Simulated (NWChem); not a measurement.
# One shape, several levels: Si2H6SO (SMILES O[SiH]([SiH3])S)

Aim: a comparison of 5 runs (HF/STO-3G, HF/3-21G, B3LYP/6-31G*, BP86/def2-SVP) of Si2H6SO. 

Program for the calculation: NWChem 7.3.0.

## (1) The structure to begin with

Si2H6SO has 10 atoms, charge 0, and is taken as a singlet. SMILES: `O[SiH]([SiH3])S`. Geometry: relaxed at PBE0-D4/def2-TZVP. This is one conformer, not always the lowest.

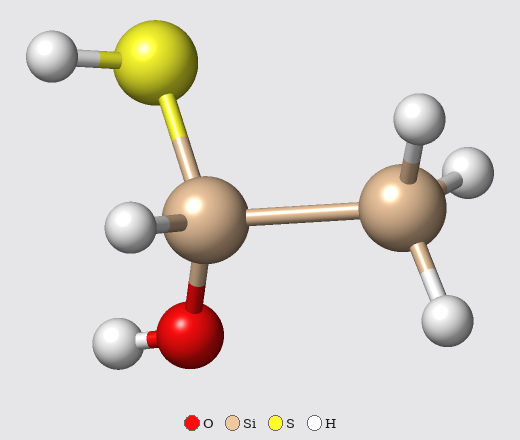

Viewed from a chosen angle; oxygen red, silicon light orange, sulfur yellow, hydrogen white.

## (2) Energy and gradient at HF/STO-3G (run 1)

The input, run.py:

```python
from ase import Atoms
from ase.calculators.nwchem import NWChem

mol = Atoms(['O', 'Si', 'Si', 'S', 'H', 'H', 'H', 'H', 'H', 'H'], positions=[
    [-1.821700, 0.570100, -0.189300],
    [-0.179000, 0.598200, -0.069100],
    [0.444300, -1.442400, 0.879900],
    [0.791300, 0.773600, -1.977400],
    [-2.238300, 1.234200, -0.742300],
    [0.281400, 1.776400, 0.716500],
    [1.884200, -1.384100, 1.246600],
    [0.239200, -2.533200, -0.109900],
    [-0.357700, -1.730900, 2.098200],
    [1.039500, 2.086900, -1.850200],
])

calc = NWChem(
    label='struct',
    theory='scf',
    memory='2200 mb',
    basis='STO-3G',
    basispar='spherical bse',
    scf={'nopen': '0', 'rhf': None, 'thresh': '1e-08', 'maxiter': '80'},
)
mol.calc = calc

forces = mol.get_forces()
e = mol.get_potential_energy()
print(f"E = {e:.6f} eV")
print("forces (eV/A):")
for s, f in zip(mol.symbols, forces):
    print(f"{s:2s} {f[0]:10.5f} {f[1]:10.5f} {f[2]:10.5f}")
print("dipole (e A):", mol.get_dipole_moment().round(4))
```

Launch:

```
$ export ASE_NWCHEM_COMMAND="nwchem PREFIX.nwi > PREFIX.nwo"
$ python run.py
```

What it wrote:

```text
E = -28347.452815 eV
forces (eV/A):
O    -0.75683   -1.37055    1.00813
Si    2.24524   -0.03018    0.56888
Si   -0.00298   -0.01594    0.12645
S    -0.28997    0.64699    0.62097
H    -0.08320    1.22004   -0.88503
H    -0.61331   -1.23315   -0.70068
H    -1.65373   -0.15766   -0.38453
H     0.26925    1.20919    1.19160
H     0.96612    0.26914   -1.37395
H    -0.08058   -0.53787   -0.17185
dipole (e A): [0.0085 0.2796 0.1063]
```

The calculator wrote struct.nwi:

```
title "struct"

permanent_dir struct

scratch_dir struct

start struct

geometry units angstrom nocenter noautosym noautoz
  O  -1.8217000000000001e+00 5.7010000000000005e-01 -1.8930000000000000e-01
  Si -1.7899999999999999e-01 5.9819999999999995e-01 -6.9099999999999995e-02
  Si 4.4429999999999997e-01 -1.4423999999999999e+00 8.7990000000000002e-01
  S  7.9130000000000000e-01 7.7359999999999995e-01 -1.9774000000000000e+00
  H  -2.2383000000000002e+00 1.2342000000000000e+00 -7.4229999999999996e-01
  H  2.8139999999999998e-01 1.7764000000000000e+00 7.1650000000000003e-01
  H  1.8842000000000001e+00 -1.3841000000000001e+00 1.2465999999999999e+00
  H  2.3920000000000000e-01 -2.5331999999999999e+00 -1.0990000000000000e-01
  H  -3.5770000000000002e-01 -1.7309000000000001e+00 2.0981999999999998e+00
  H  1.0395000000000001e+00 2.0869000000000000e+00 -1.8502000000000001e+00
end

memory 2200 mb

basis spherical bse noprint
   * library STO-3G
end

scf
  nopen 0
  rhf
  thresh 1e-08
  maxiter 80
end

task scf gradient
```

struct.nwo:

```text
Northwest Computational Chemistry Package (NWChem) 7.3.0
             --------------------------------------------------------

           Job information
           ---------------

    nwchem branch   = 7.3.0
    use scalapack   = T
    input           = struct.nwi
    prefix          = struct.
    data base       = struct/struct.db
    status          = startup
    nproc           =        1

           Memory information
           ------------------

    heap     =     72089594 doubles =      550.0 Mbytes
    stack    =     72089599 doubles =      550.0 Mbytes
    global   =    144179200 doubles =     1100.0 Mbytes (distinct from heap & stack)
    total    =    288358393 doubles =     2200.0 Mbytes
    verify   = yes
    hardfail = no

[... 138 lines left out ...]
 Convergence threshold     :          1.000E-08
[... 12 lines left out ...]
       Final RHF  results
[... 3 lines left out ...]
      One-electron energy =  -2004.105847448880
[... 1 line left out ...]
 Nuclear repulsion energy =    277.310740172478
[... 46 lines left out ...]
                       ROHF Final Molecular Orbital Analysis
[... 216 lines left out ...]
                         RHF ENERGY GRADIENTS

    atom               coordinates                        gradient
                 x          y          z           x          y          z
   1 O      -3.442514   1.077333  -0.357725    0.014718   0.026653  -0.019605
   2 Si     -0.338261   1.130434  -0.130580   -0.043663   0.000587  -0.011063
   3 Si      0.839605  -2.725741   1.662770    0.000058   0.000310  -0.002459
[... 6 lines of this table left out ...]
  10 H       1.964370   3.943669  -3.496371    0.001567   0.010460   0.003342

                 ----------------------------------------
                 |  Time  |  1-e(secs)   |  2-e(secs)   |
                 ----------------------------------------
                 |  CPU   |       0.00   |       0.43   |
                 ----------------------------------------
                 |  WALL  |       0.00   |       0.43   |
                 ----------------------------------------

 Task  times  cpu:        2.6s     wall:        2.6s
 Total times  cpu:        2.7s     wall:        2.7s
```

Wall time 3.9 s (1 thread of Intel Xeon 6975P-C (Granite Rapids), shared host); peak memory 0.1 GiB.

## (3) Energy and gradient at HF/3-21G (run 2)

The input, run.py:

```python
from ase import Atoms
from ase.calculators.nwchem import NWChem

molecule = Atoms('OSiSiSHHHHHH', positions=[
    [-1.821700, 0.570100, -0.189300],
    [-0.179000, 0.598200, -0.069100],
    [0.444300, -1.442400, 0.879900],
    [0.791300, 0.773600, -1.977400],
    [-2.238300, 1.234200, -0.742300],
    [0.281400, 1.776400, 0.716500],
    [1.884200, -1.384100, 1.246600],
    [0.239200, -2.533200, -0.109900],
    [-0.357700, -1.730900, 2.098200],
    [1.039500, 2.086900, -1.850200],
])

calc = NWChem(
    label='mol',
    theory='scf',
    memory='2200 mb',
    basis='3-21G',
    basispar='spherical bse',
    scf={'nopen': '0', 'rhf': None, 'thresh': '1e-08', 'maxiter': '80'},
)
molecule.calc = calc

forces = molecule.get_forces()
e = molecule.get_potential_energy()
print(f"E = {e:.6f} eV")
print("forces (eV/A):")
for s, f in zip(molecule.symbols, forces):
    print(f"{s:2s} {f[0]:10.5f} {f[1]:10.5f} {f[2]:10.5f}")
print("dipole (e A):", molecule.get_dipole_moment().round(4))
```

Launch:

```
$ export ASE_NWCHEM_COMMAND="nwchem PREFIX.nwi > PREFIX.nwo"
$ python run.py
```

What it wrote:

```text
E = -28526.309619 eV
forces (eV/A):
O    -0.92868    0.23361   -0.25942
Si    0.67162   -0.63316    1.86271
Si    0.07518   -0.25701    0.13874
S     0.62863    0.26112   -1.12465
H    -0.71281    0.06983   -0.08084
H     0.00396   -0.05775   -0.08865
H    -0.00771    0.01795   -0.01316
H     0.00643    0.04145   -0.01234
H     0.00427    0.05950   -0.00267
H     0.25901    0.26441   -0.41971
dipole (e A): [-0.093   0.4699  0.1833]
```

The calculator wrote mol.nwi:

```
title "mol"

permanent_dir mol

scratch_dir mol

start mol

geometry units angstrom nocenter noautosym noautoz
  O  -1.8217000000000001e+00 5.7010000000000005e-01 -1.8930000000000000e-01
  Si -1.7899999999999999e-01 5.9819999999999995e-01 -6.9099999999999995e-02
  Si 4.4429999999999997e-01 -1.4423999999999999e+00 8.7990000000000002e-01
  S  7.9130000000000000e-01 7.7359999999999995e-01 -1.9774000000000000e+00
  H  -2.2383000000000002e+00 1.2342000000000000e+00 -7.4229999999999996e-01
  H  2.8139999999999998e-01 1.7764000000000000e+00 7.1650000000000003e-01
  H  1.8842000000000001e+00 -1.3841000000000001e+00 1.2465999999999999e+00
  H  2.3920000000000000e-01 -2.5331999999999999e+00 -1.0990000000000000e-01
  H  -3.5770000000000002e-01 -1.7309000000000001e+00 2.0981999999999998e+00
  H  1.0395000000000001e+00 2.0869000000000000e+00 -1.8502000000000001e+00
end

memory 2200 mb

basis spherical bse noprint
   * library 3-21G
end

scf
  nopen 0
  rhf
  thresh 1e-08
  maxiter 80
end

task scf gradient
```

mol.nwo:

```text
Northwest Computational Chemistry Package (NWChem) 7.3.0
             --------------------------------------------------------

           Job information
           ---------------

    nwchem branch   = 7.3.0
    use scalapack   = T
    input           = mol.nwi
    prefix          = mol.
    data base       = mol/mol.db
    status          = startup
    nproc           =        1

           Memory information
           ------------------

    heap     =     72089594 doubles =      550.0 Mbytes
    stack    =     72089599 doubles =      550.0 Mbytes
    global   =    144179200 doubles =     1100.0 Mbytes (distinct from heap & stack)
    total    =    288358393 doubles =     2200.0 Mbytes
    verify   = yes
    hardfail = no

[... 138 lines left out ...]
 Convergence threshold     :          1.000E-08
[... 12 lines left out ...]
       Final RHF  results
[... 3 lines left out ...]
      One-electron energy =  -2004.953910258643
[... 1 line left out ...]
 Nuclear repulsion energy =    277.310740172478
[... 47 lines left out ...]
                       ROHF Final Molecular Orbital Analysis
[... 252 lines left out ...]
                         RHF ENERGY GRADIENTS

    atom               coordinates                        gradient
                 x          y          z           x          y          z
   1 O      -3.442514   1.077333  -0.357725    0.018060  -0.004543   0.005045
   2 Si     -0.338261   1.130434  -0.130580   -0.013061   0.012313  -0.036224
   3 Si      0.839605  -2.725741   1.662770   -0.001462   0.004998  -0.002698
[... 6 lines of this table left out ...]
  10 H       1.964370   3.943669  -3.496371   -0.005037  -0.005142   0.008162

                 ----------------------------------------
                 |  Time  |  1-e(secs)   |  2-e(secs)   |
                 ----------------------------------------
                 |  CPU   |       0.00   |       0.76   |
                 ----------------------------------------
                 |  WALL  |       0.00   |       0.76   |
                 ----------------------------------------

 Task  times  cpu:        3.2s     wall:        3.2s
 Total times  cpu:        3.2s     wall:        3.2s
```

Run time: 4.5 s. Hardware: 1 thread of Intel Xeon 6975P-C (Granite Rapids), shared host; peak memory 0.1 GiB.

Run 3 isn't shown in full; the table further down has it.

## (4) Energy and forces at B3LYP/6-31G(d) (Cartesian functions) (run 4)

The input, struct.nw:

```
start struct
title "H6OSSi2 gradient"
memory 2200 mb
charge 0

geometry units angstrom noautosym nocenter noautoz
O       -1.821700       0.570100      -0.189300
Si      -0.179000       0.598200      -0.069100
Si       0.444300      -1.442400       0.879900
S        0.791300       0.773600      -1.977400
H       -2.238300       1.234200      -0.742300
H        0.281400       1.776400       0.716500
H        1.884200      -1.384100       1.246600
H        0.239200      -2.533200      -0.109900
H       -0.357700      -1.730900       2.098200
H        1.039500       2.086900      -1.850200
end

basis
* library 6-31G*
end

dft
xc b3lyp
grid xfine
convergence energy 1e-08
iterations 100
mulliken
end

task dft gradient
```

Launch:

```
$ nwchem struct.nw > struct.out
```

What it wrote:

```text
[...]
          Wavefunction type:  closed shell.
          No. of atoms     :    10
          No. of electrons :    58
[...]
          Charge           :     0
          Spin multiplicity:     1
[...]
          AO basis - number of functions:    84
[...]
              XC Information
              --------------
                         B3LYP Method XC Potential
                     Hartree-Fock (Exact) Exchange  0.200
                        Slater Exchange Functional  0.800 local
                    Becke 1988 Exchange Functional  0.720 non-local
              Lee-Yang-Parr Correlation Functional  0.810
                  VWN I RPA Correlation Functional  0.190 local
[...]
 d= 0,ls=0.0,diis     1  -1055.9870694694 -1.33D+03  1.81D-02  7.99D-01     3.5
[...]
 d= 0,ls=0.0,diis     8  -1056.0665547969 -7.19D-09  4.37D-06  1.33D-07    25.2
         Total DFT energy =    -1056.066554796884
      One electron energy =    -2012.546087425248
           Coulomb energy =      757.627279553834
    Exchange-Corr. energy =      -78.458487097949
 Nuclear repulsion energy =      277.310740172478
[...]
  wavefunction    = closed shell
                         DFT ENERGY GRADIENTS
    atom               coordinates                        gradient
                 x          y          z           x          y          z
   1 O      -3.442514   1.077333  -0.357725    0.009217   0.006298  -0.004306
   2 Si     -0.338261   1.130434  -0.130580   -0.007638   0.002479  -0.006789
   3 Si      0.839605  -2.725741   1.662770    0.000413  -0.000106  -0.000513
   4 S       1.495340   1.461892  -3.736744   -0.003082   0.001272   0.006543
   5 H      -4.229774   2.332300  -1.402744    0.004202  -0.006308   0.004910
   6 H       0.531769   3.356909   1.353989   -0.000699  -0.001048  -0.000350
   7 H       3.560622  -2.615570   2.355732   -0.000499   0.000476  -0.000335
   8 H       0.452022  -4.787054  -0.207681   -0.000166   0.000631  -0.000048
   9 H      -0.675955  -3.270927   3.965023   -0.000074   0.000485  -0.000543
  10 H       1.964370   3.943669  -3.496371   -0.001674  -0.004180   0.001431
[...]
```

It took 33 s on 1 thread of Intel Xeon 6975P-C (Granite Rapids), shared host; peak memory 0.16 GiB.

## (5) Energy and gradient at BP86/def2-SVP (run 5)

The input, run.nw:

```
echo
start run
title "H6OSSi2"
memory total 2200 mb
geometry units au noautosym nocenter noautoz
O   -3.44251408   1.07733286  -0.35772516
Si  -0.33826098   1.13043417  -0.13058008
Si   0.83960532  -2.72574096   1.66277002
S    1.49534028   1.46189213  -3.73674444
H   -4.22977398   2.33229998  -1.40274370
H    0.53176893   3.35690949   1.35398877
H    3.56062196  -2.61556993   2.35573259
H    0.45202249  -4.78705422  -0.20768090
H   -0.67595503  -3.27092695   3.96502335
H    1.96437031   3.94366945  -3.49637128
end
basis "ao basis" spherical bse
* library def2-SVP
end
dft
xc becke88 perdew86
grid fine
convergence energy 1e-08
maxiter 100
mulliken
noprint "final vectors analysis"
end
task dft gradient
```

Launch:

```
$ nwchem run.nw > run.out
```

What it wrote:

```text
[...]
          Wavefunction type:  closed shell.
          No. of atoms     :    10
          No. of electrons :    58
[...]
          Charge           :     0
          Spin multiplicity:     1
[...]
          AO basis - number of functions:    98
[...]
              XC Information
              --------------
                    Becke 1988 Exchange Functional  1.000
                Perdew 1981 Correlation Functional  1.000 local
                Perdew 1986 Correlation Functional  1.000 non-local
[...]
 d= 0,ls=0.0,diis     1  -1055.7143751497 -1.33D+03  1.81D-02  7.19D-01     1.8
[...]
 d= 0,ls=0.0,diis    11  -1055.7953332938 -1.20D-09  1.88D-07  2.51D-10    16.3
         Total DFT energy =    -1055.795333293764
      One electron energy =    -2012.148948323328
           Coulomb energy =      757.507195752572
    Exchange-Corr. energy =      -78.464301008098
 Nuclear repulsion energy =      277.310720285089
[...]
  wavefunction    = closed shell
                         DFT ENERGY GRADIENTS
    atom               coordinates                        gradient
                 x          y          z           x          y          z
   1 O      -3.442514   1.077333  -0.357725    0.015825   0.011845  -0.007342
   2 Si     -0.338261   1.130434  -0.130580   -0.013070   0.001499  -0.004538
   3 Si      0.839605  -2.725741   1.662770    0.001043  -0.003112   0.001139
   4 S       1.495340   1.461892  -3.736744   -0.003580   0.009176   0.009963
   5 H      -4.229774   2.332300  -1.402744    0.006568  -0.010601   0.008375
   6 H       0.531769   3.356909   1.353989   -0.002796  -0.004933  -0.004179
   7 H       3.560622  -2.615570   2.355733   -0.005881   0.000067  -0.001624
   8 H       0.452022  -4.787054  -0.207681    0.000800   0.004568   0.003839
   9 H      -0.675955  -3.270927   3.965023    0.003080   0.001470  -0.005078
  10 H       1.964370   3.943669  -3.496371   -0.001988  -0.009977  -0.000556
[...]
```

Wall time 20 s (1 thread of Intel Xeon 6975P-C (Granite Rapids), shared host); peak memory 0.13 GiB.

## (6) The series

```tsv
run	level	iteration cap	module	energy (Eh)	dipole moment (D)	HOMO energy (eV)	LUMO energy (eV)	wall time
1	HF/STO-3G	80	scf	-1041.749685	1.44	-7.08	10.24	3.9 s
2	HF/3-21G	80	scf	-1048.322551	2.46	-10.55	3.40	4.5 s
3	B3LYP/6-31G* (spherical functions)	100	dft	-1056.058815	1.93	-7.23	-0.09	32 s
4	B3LYP/6-31G* (Cartesian functions)	100	dft	-1056.066555	1.92	-7.23	-0.10	33 s
5	BP86/def2-SVP	100	dft	-1055.795333	1.87	–	–	20 s
```

## (7) What came out

```
                       quantity           value
            run 5: total energy  -1055.79533 Eh
           run 5: dipole moment          1.87 D
run 5: largest force on an atom      1.084 eV/Å
```

The dipole moment (its size) runs from 1.44 D (HF/STO-3G) to 2.46 D (HF/3-21G). Over runs 1, 2, 3, 4 the HOMO–LUMO gap runs from 7.14 eV (B3LYP/6-31G*) to 17.32 eV (HF/STO-3G). The two ends differ in method and basis. Totals of different functionals can't be ranked against each other. In run 1 the basis is minimal, so the values are rough. All runs together took 94 s, the longest 33 s.
